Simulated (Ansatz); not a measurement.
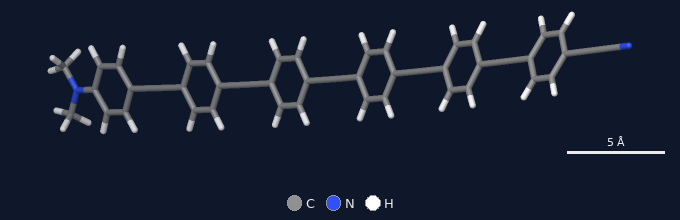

The structure (stick view, seen at a tilt). Bond lengths as drawn: C–C 1.23 to 1.43 Å, C–H 1.10 to 1.11 Å and C–N 1.18 to 1.45 Å.

# C$_{51}$H$_{30}$N$_{2}$: single-point calculation

System: C$_{51}$H$_{30}$N$_{2}$.
Method: RKS PBE0-D4/def2-TZVP (Ansatz 0.2.0).

The geometry comes from this level: PBE-D4/def2-SVP.

Output
```
Functional definition: PBE0
  name "PBE0"
  cite "Adamo & Barone, J. Chem. Phys. 110, 6158 (1999) doi:10.1063/1.478522"
  cite "Perdew, Burke & Ernzerhof, Phys. Rev. Lett. 77, 3865 (1996) doi:10.1103/PhysRevLett.77.3865"
  parent pbe
  parameter a = 0.25
  parameter kappa = 0.804
  parameter beta = 0.06672455060314922
  exchange = (1 - a)*pbe_x(kappa = kappa, mu = beta*pi^2/3) + a*exact_x
  correlation = pbe_c(beta = beta)
these checks for a lower state are left out or cut short: starts
4519 factors; integrals over basis functions are off by at most 4.3e-1 eV
mean field evaluation 1: about -56269.8298 eV, gradient 3.6e2 eV
mean field evaluation 2: about -56296.8986 eV, gradient 2.0e1 eV
mean field evaluation 4: about -56297.3463 eV, gradient 6.2e-1 eV
mean field evaluation 8: about -56297.3477 eV, gradient 2.7e-5 eV
mean field -56297.34773666 eV, -2068.8893696092 hartree, gradient 2.7e-5 eV, S^2 0.000000; 0 other end points of the search recorded, 0 dependent functions left out
reference -56297.34787776 eV, -2068.8893747947 hartree; 175, 175 occupied and 1648, 1648 virtual orbitals, 4519 factors
Total energy: -56299.94295013 eV, -2068.9847419452 hartree
Checks for a lower state left out: starts
```

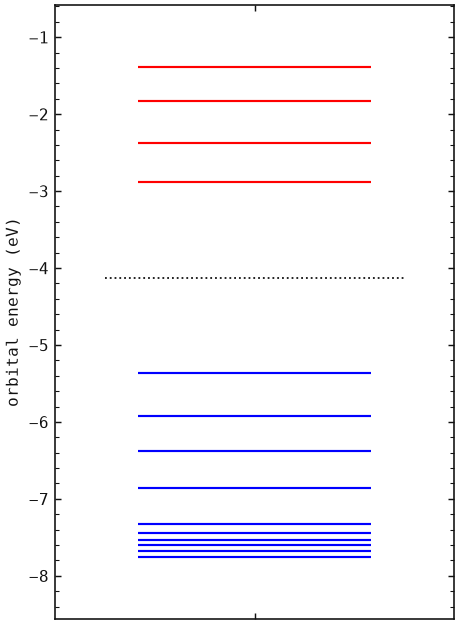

Orbital energies near the frontier; the dotted line parts filled from empty levels, and levels within 0.02 eV of each other stand side by side. Highest filled −5.37 eV, lowest empty −2.88 eV, 2.49 eV apart.

The run was set up as follows.

The input
```yaml
crystal:
  periodic: [false, false, false]
  atoms:
    - {symbol: C, position_ang: [19.688062, -0.831616, -0.628007]}
    - {symbol: N, position_ang: [18.907591, 0.389107, -0.657358]}
    - {symbol: C, position_ang: [19.575939, 1.672053, -0.744550]}
    - {symbol: C, position_ang: [17.530060, 0.329979, -0.602204]}
    - {symbol: C, position_ang: [16.735311, 1.513556, -0.626909]}
    - {symbol: C, position_ang: [15.346022, 1.448630, -0.569912]}
    - {symbol: C, position_ang: [14.661512, 0.206983, -0.487131]}
    - {symbol: C, position_ang: [13.246126, 0.147699, -0.430430]}
    - {symbol: C, position_ang: [12.012815, 0.098993, -0.381211]}
    - {symbol: C, position_ang: [10.597439, 0.048888, -0.325215]}
    - {symbol: C, position_ang: [9.906475, -1.195894, -0.329229]}
    - {symbol: C, position_ang: [8.516264, -1.243197, -0.276345]}
    - {symbol: C, position_ang: [7.746681, -0.048183, -0.214097]}
    - {symbol: C, position_ang: [6.330142, -0.093318, -0.160003]}
    - {symbol: C, position_ang: [5.096698, -0.125842, -0.113870]}
    - {symbol: C, position_ang: [3.680094, -0.153968, -0.061814]}
    - {symbol: C, position_ang: [2.966127, -1.378943, -0.181402]}
    - {symbol: C, position_ang: [1.575110, -1.402963, -0.133857]}
    - {symbol: C, position_ang: [0.830367, -0.203468, 0.038604]}
    - {symbol: C, position_ang: [-0.587071, -0.224164, 0.086315]}
    - {symbol: C, position_ang: [-1.820843, -0.233620, 0.126491]}
    - {symbol: C, position_ang: [-3.238442, -0.234796, 0.170987]}
    - {symbol: C, position_ang: [-3.957557, 0.960059, 0.449744]}
    - {symbol: C, position_ang: [-5.348777, 0.962556, 0.492269]}
    - {symbol: C, position_ang: [-6.087104, -0.228796, 0.253769]}
    - {symbol: C, position_ang: [-7.505243, -0.222351, 0.291773]}
    - {symbol: C, position_ang: [-8.739117, -0.209499, 0.323329]}
    - {symbol: C, position_ang: [-10.156796, -0.188056, 0.358052]}
    - {symbol: C, position_ang: [-10.915008, -1.318605, -0.055793]}
    - {symbol: C, position_ang: [-12.306557, -1.293248, -0.026820]}
    - {symbol: C, position_ang: [-13.004014, -0.137667, 0.421564]}
    - {symbol: C, position_ang: [-14.421981, -0.110094, 0.450968]}
    - {symbol: C, position_ang: [-15.655635, -0.082586, 0.475593]}
    - {symbol: C, position_ang: [-17.072980, -0.048440, 0.502877]}
    - {symbol: C, position_ang: [-17.837405, -1.118580, -0.039519]}
    - {symbol: C, position_ang: [-19.228744, -1.084789, -0.015413]}
    - {symbol: C, position_ang: [-19.913862, 0.022618, 0.554870]}
    - {symbol: C, position_ang: [-21.330548, 0.058501, 0.580287]}
    - {symbol: C, position_ang: [-22.565891, 0.090429, 0.602343]}
    - {symbol: C, position_ang: [-23.933615, 0.125979, 0.626666]}
    - {symbol: N, position_ang: [-25.114224, 0.156777, 0.647639]}
    - {symbol: C, position_ang: [-19.153866, 1.093443, 1.099710]}
    - {symbol: C, position_ang: [-17.762660, 1.057725, 1.072698]}
    - {symbol: C, position_ang: [-12.246727, 0.991649, 0.838916]}
    - {symbol: C, position_ang: [-10.855449, 0.967787, 0.805454]}
    - {symbol: C, position_ang: [-5.368924, -1.423548, -0.025605]}
    - {symbol: C, position_ang: [-3.977287, -1.426905, -0.063971]}
    - {symbol: C, position_ang: [1.543605, 1.021261, 0.161044]}
    - {symbol: C, position_ang: [2.934147, 1.045620, 0.110436]}
    - {symbol: C, position_ang: [8.436074, 1.196597, -0.208596]}
    - {symbol: C, position_ang: [9.825932, 1.244004, -0.264100]}
    - {symbol: C, position_ang: [15.453878, -0.971364, -0.463804]}
    - {symbol: C, position_ang: [16.843798, -0.917077, -0.518241]}
    - {symbol: H, position_ang: [20.762753, -0.581085, -0.682523]}
    - {symbol: H, position_ang: [19.522034, -1.413869, 0.306777]}
    - {symbol: H, position_ang: [19.451804, -1.501842, -1.485467]}
    - {symbol: H, position_ang: [19.352339, 2.322485, 0.131361]}
    - {symbol: H, position_ang: [20.669030, 1.514551, -0.776775]}
    - {symbol: H, position_ang: [19.286710, 2.234838, -1.661073]}
    - {symbol: H, position_ang: [17.211817, 2.499933, -0.691552]}
    - {symbol: H, position_ang: [14.759348, 2.378758, -0.590395]}
    - {symbol: H, position_ang: [10.489222, -2.127497, -0.376077]}
    - {symbol: H, position_ang: [7.996153, -2.212420, -0.281077]}
    - {symbol: H, position_ang: [3.530907, -2.313026, -0.314708]}
    - {symbol: H, position_ang: [1.035158, -2.356271, -0.229269]}
    - {symbol: H, position_ang: [-3.397087, 1.887951, 0.633046]}
    - {symbol: H, position_ang: [-5.893573, 1.892582, 0.709319]}
    - {symbol: H, position_ang: [-10.385573, -2.217420, -0.403779]}
    - {symbol: H, position_ang: [-12.882327, -2.172142, -0.351571]}
    - {symbol: H, position_ang: [-17.313744, -1.977570, -0.483048]}
    - {symbol: H, position_ang: [-19.810736, -1.915915, -0.439028]}
    - {symbol: H, position_ang: [-19.677663, 1.952271, 1.543522]}
    - {symbol: H, position_ang: [-17.180858, 1.889285, 1.495567]}
    - {symbol: H, position_ang: [-12.776039, 1.890070, 1.188390]}
    - {symbol: H, position_ang: [-10.279385, 1.847121, 1.128203]}
    - {symbol: H, position_ang: [-5.929172, -2.351289, -0.210710]}
    - {symbol: H, position_ang: [-3.432404, -2.357115, -0.279629]}
    - {symbol: H, position_ang: [0.978858, 1.955289, 0.295279]}
    - {symbol: H, position_ang: [3.474304, 1.998837, 0.204562]}
    - {symbol: H, position_ang: [7.853199, 2.128192, -0.160880]}
    - {symbol: H, position_ang: [10.346051, 2.213069, -0.260261]}
    - {symbol: H, position_ang: [14.952442, -1.948193, -0.399731]}
    - {symbol: H, position_ang: [17.406511, -1.858892, -0.495449]}
basis:
  gaussian: {orbitals: def2-TZVP, fitting: {mean_field: def2-universal-jkfit}, initial_orbitals: start.molden}
hamiltonian: {xc: pbe0, dispersion: d4}
scf: {omitted_lower_state_checks: [starts]}
output: {orbitals: {seedname: orbitals}}
```

Launch command:
```bash
ansatz run in.yaml --threads 4 --pin off --events-out ev --progress --plain --max-ram 66560MiB --backend cuda --devices 0, --max-vram 37GiB
```

Key numbers

| quantity | value |
| --- | --- |
| outcome | converged |
| total energy | −56299.9430 eV |
| mean-field energy | −56297.3479 eV |
| dispersion energy | −2.5951 eV |
| SCF solution under orbital rotations | stable |
| HOMO | −5.37 eV |
| LUMO | −2.88 eV |
| hardware | 4 CPU threads, shared host |
| wall time | 19 s (CPU time 21 s) |
| peak memory | 1.6 GiB |
